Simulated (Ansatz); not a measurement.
ClF$_{3}$Si···HF

The calculation's input:

```
crystal:
  periodic: [false, false, false]
  atoms:
    - {symbol: Si, position_ang: [-0.910000, -0.020523, -0.323656]}
    - {symbol: F, position_ang: [1.975270, -0.522407, 0.896228]}
    - {symbol: F, position_ang: [-0.187076, -1.154147, -1.121408]}
    - {symbol: F, position_ang: [-2.359757, 0.128229, -0.903560]}
    - {symbol: F, position_ang: [-1.033354, -0.414872, 1.184027]}
    - {symbol: H, position_ang: [2.463246, 0.253168, 0.801325]}
    - {symbol: Cl, position_ang: [0.051772, 1.730651, -0.532857]}
basis:
  gaussian: {orbitals: def2-TZVPP}
hamiltonian: {xc: pbe0, dispersion: d4}
output: {orbitals: {seedname: orbitals}}
```

Run with:

```sh
ansatz run in.yaml --threads 8 --pin off --events-out ev --progress --plain --max-ram 19148MiB
```

The product side of a reaction path; geometry: PBE0-D4/def2-TZVP.

The calculation used RKS PBE0-D4/def2-TZVPP (Ansatz 0.2.0).

### Predict the electron density and electron localisation function between the atoms.

Si1···F2 (3.17 Å): the density falls to about 0.04 e/Å³ on the way; the ELF dips to about 0 between them: a non-bonded, intermolecular contact.
Si–F (1.57 Å): the density is about 1.3 e/Å³ at the midpoint; the ELF peaks at about 0.85 in the valence shell of F, 0.6 Å from its nucleus, and is about 0.50 at the midpoint.
Si–Cl (2.01 Å): the density is about 1 e/Å³ at the midpoint; the ELF peaks at about 0.90 between the atoms (a shared but strongly polarised pair).
F–H (0.92 Å): the density is about 4.8 e/Å³ at the midpoint; the ELF climbs to about 1 towards the hydrogen, as it does in any bond to H (a covalent bond by its length).

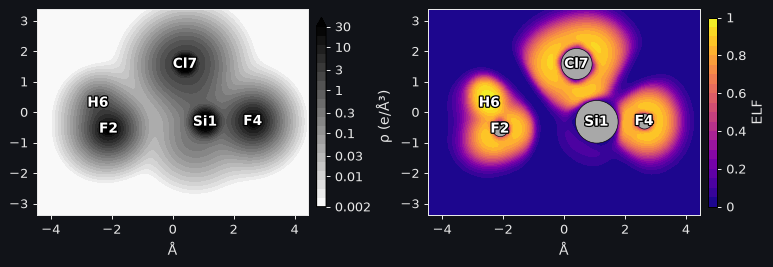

Computed electron density and electron localisation function on the plane of atoms F4, Si1 and Cl7, in this order. Grey discs cover the atomic cores in the ELF map. 
